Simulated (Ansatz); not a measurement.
**B3LYP/def2-SVP (core potential) run of SnSiH3F3 (SMILES [F][Sn]([F])([F])[SiH3])**

What is the vertical ionisation energy of SnSiH3F3 at B3LYP/def2-SVP (core potential)? 

Program for the calculation: Ansatz 0.2.0.

35 further runs of the same task are left out: 35 set aside as unsound or not needed. Runs told in other sessions of the task aren't counted.

### 1 The molecule

The species is SnSiH3F3 (8 atoms), meant as a singlet with charge 0. As SMILES, `[F][Sn]([F])([F])[SiH3]`. Geometry: relaxed at PBE0-D4/def2-TZVP.

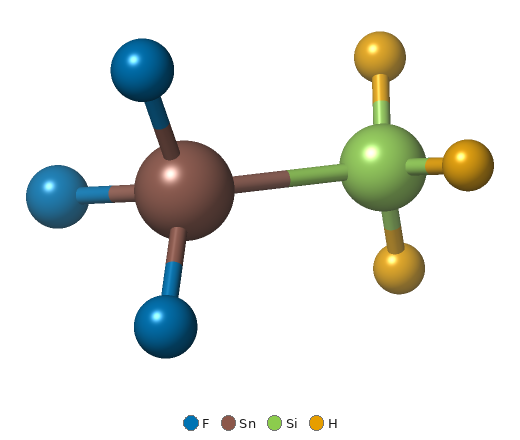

Viewed from a chosen angle; fluorine blue, tin brown, silicon green, hydrogen amber.

### 2 The energy at B3LYP/def2-SVP (core potential)

in.yaml

```yaml
crystal:
  periodic: [false, false, false]
  atoms:
    - {symbol: F, position_ang: [0.165300, -2.193800, 1.388300]}
    - {symbol: Sn, position_ang: [0.794500, -0.774800, 0.288000]}
    - {symbol: F, position_ang: [2.267700, -0.076200, 1.269200]}
    - {symbol: F, position_ang: [1.622500, -1.679600, -1.166800]}
    - {symbol: Si, position_ang: [-0.973200, 0.954100, -0.377000]}
    - {symbol: H, position_ang: [-1.479100, 1.542100, 0.882900]}
    - {symbol: H, position_ang: [-0.282200, 1.951000, -1.224200]}
    - {symbol: H, position_ang: [-2.023600, 0.220100, -1.116300]}
basis:
  gaussian: {orbitals: def2-SVP}
hamiltonian: {xc: {name: B3LYP}}
accuracy: high
output: {orbitals: {seedname: orbitals}}
```

On the command line:

```console
ansatz run in.yaml --threads 1 --pin off --max-ram 2610MiB --events-out events.jsonl --progress --plain --runs-dir runs
```

Output:

```text
Warning: RAYON_NUM_THREADS=1 ignored (pool sized by the plan → 1); use --threads N
Functional definition: B3LYP
  name "B3LYP"
  parameter a0 = 0.2
  parameter ax = 0.72
  parameter ac = 0.81
  exchange = (1 - a0 - ax)*slater_x + ax*b88_x + a0*exact_x
  correlation = (1 - ac)*vwn_rpa_c + ac*lyp_c
2198 factors; integrals over basis functions are off by at most 5.1e-9 eV
mean field evaluation 1: about -21897.6755 eV, gradient 6.2e1 eV
mean field evaluation 2: about -21877.4813 eV, gradient 1.3e2 eV
mean field evaluation 4: about -21903.9788 eV, gradient 1.9e0 eV
mean field evaluation 8: about -21904.0925 eV, gradient 1.3e-1 eV
mean field evaluation 16: about -21904.0925 eV, gradient 3.5e-5 eV
mean field -21904.09252521 eV, -804.9605531744 hartree, gradient 5.2e-8 eV, S^2 0.000000; 0 other end points of the search recorded, 0 dependent functions left out
reference -21904.09257157 eV, -804.9605548781 hartree; 33, 33 occupied and 68, 68 virtual orbitals, 2198 factors
Total energy: -21904.09257157 eV, -804.9605548781 hartree
```

Wall time 11 s (1 thread of Arm Neoverse V2, shared host); peak memory 0.39 GiB.

### 3 The doublet cation

in.yaml, as its differences from that of step 2:

```diff
@@ -1 +1,3 @@
+basis:
+  gaussian: {orbitals: def2-SVP}
 crystal:
@@ -11,4 +13,4 @@
     - {symbol: H, position_ang: [-2.023600, 0.220100, -1.116300]}
-basis:
-  gaussian: {orbitals: def2-SVP}
+total_charge: 1
+magnetization: {spin_polarized: true, initial_magnetization: 1}
 hamiltonian: {xc: {name: B3LYP}}
```

On the command line:

```console
ansatz run in.yaml --threads 1 --pin off --max-ram 2610MiB --events-out events.jsonl --progress --plain --runs-dir runs
```

Output, shortened:

```text
Warning: RAYON_NUM_THREADS=1 ignored (pool sized by the plan → 1); use --threads N
[... 7 set-up lines as earlier in the session ...]
2198 factors; integrals over basis functions are off by at most 5.1e-9 eV
mean field evaluation 1: about -21875.6121 eV, gradient 6.9e1 eV
mean field evaluation 2: about -21720.7626 eV, gradient 2.1e2 eV
mean field evaluation 4: about -21891.9199 eV, gradient 1.0e1 eV
mean field evaluation 8: about -21892.5779 eV, gradient 7.0e-1 eV
mean field evaluation 16: about -21892.5805 eV, gradient 2.9e-3 eV
mean field evaluation 32: about -21892.5805 eV, gradient 7.0e-8 eV
mean field -21892.58046249 eV, -804.5374926725 hartree, gradient 7.0e-8 eV, S^2 0.756537; 4 other end points of the search recorded, 0 dependent functions left out
reference -21892.58050821 eV, -804.5374943525 hartree; 33, 32 occupied and 68, 69 virtual orbitals, 2198 factors
Total energy: -21892.58050821 eV, -804.5374943525 hartree
```

Wall time 25 s (1 thread of Arm Neoverse V2, shared host); peak memory 0.59 GiB.

### 4 Outcome

At B3LYP/def2-SVP (core potential):

| quantity | value |
| --- | --- |
| singlet SnSiH3F3: total energy | -804.96055 Eh |
| singlet SnSiH3F3: HOMO energy | -9.21 eV |
| singlet SnSiH3F3: LUMO energy | -2.02 eV |
| singlet SnSiH3F3: HOMO–LUMO gap | 7.19 eV |
| doublet cation: total energy | -804.53749 Eh |
| doublet cation: HOMO energy (highest over α and β) | -15.99 eV |
| doublet cation: LUMO energy (lowest over α and β) | -13.80 eV |
| doublet cation: ⟨S²⟩ | 0.757 |
| vertical ionisation energy (to the doublet cation) | 11.512 eV |

**Reading.** Removing an electron at fixed nuclei costs 11.51 eV (265 kcal/mol). The negative HOMO energy of the first species, 9.21 eV, lies 2.30 eV below that difference.
